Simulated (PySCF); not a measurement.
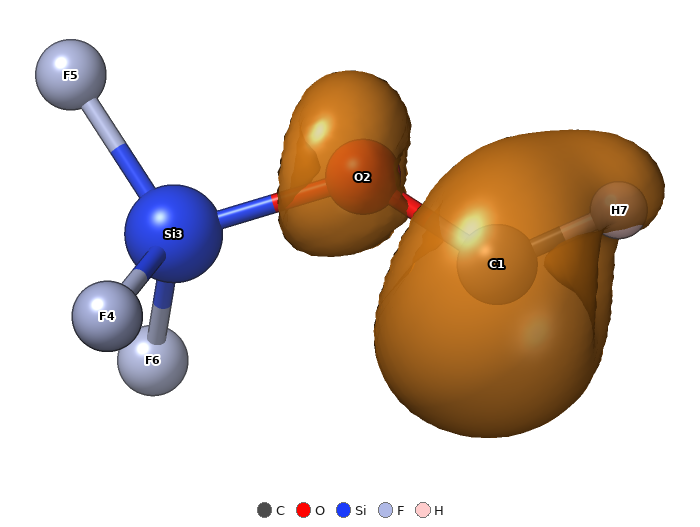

*CHF₃OSi (SMILES [CH]O[Si](F)(F)F) (triplet). Isosurface of the spin density (α minus β) at +0.04 e/Å³ (orange), seen across its widest extent.*

Geometry: PBE0-D3(BJ)/def2-SVP.

Computed with UKS B3LYP, IGLO-III on C F O Si, pcH-1 on H, non-relativistic, mean-field spin-orbit, GIAO (PySCF 2.14.0, density-fitted response routines).

```xyz
7

C    -1.4895   -0.2861   -1.0089
O    -0.7368   -0.3450    0.0892
Si    0.7713    0.2159    0.3700
F     0.8347    1.8013    0.2686
F     1.1627   -0.2317    1.8412
F     1.8143   -0.3841   -0.6687
H    -2.4623   -0.7823   -1.0792
```

Which atoms carry the spin?

The unpaired spin (2 electrons) lies mostly on C1 (about 1.5), O2 (about 0.3) and H7 (about 0.1), in electrons by Hirshfeld's partition.
